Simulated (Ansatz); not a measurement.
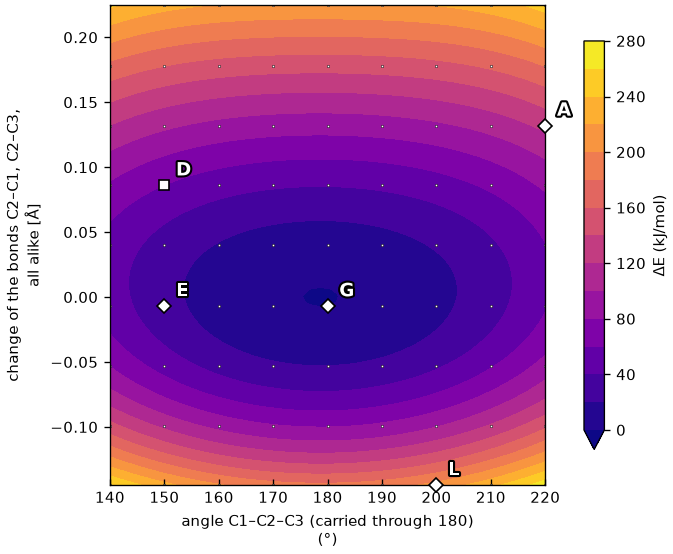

C₄H₄, SMILES C#CC=C. 
- The first coordinate is: angle C1–C2–C3 (carried through 180); the second: change of the bonds C2–C1, C2–C3, all alike.
- Nothing is relaxed (all other coordinates rigid).
- Grid: 9 × 9 points.
- Points are written as (first, second).
- Energies are in kJ/mol, from the lowest grid point.
- The restricted reference is unstable at some or all points, so the energies there are unreliable.
- These are results of RHF-MP2, frozen core/def2-TZVP in Ansatz, not measurements.

The picture shows filled contours, dots at the grid points, lettered points. Between grid points the surface is interpolated.

### What kind of point is each of D, G: minimum, saddle, maximum or slope?

D: on a slope; G: minimum. (In these two coordinates alone; a stationary point may lie a little off the grid point.)

### Rank the lettered points by energy, lowest first.

G (0 kJ/mol), E (27 kJ/mol), D (60 kJ/mol), A (125 kJ/mol), L (208 kJ/mol).
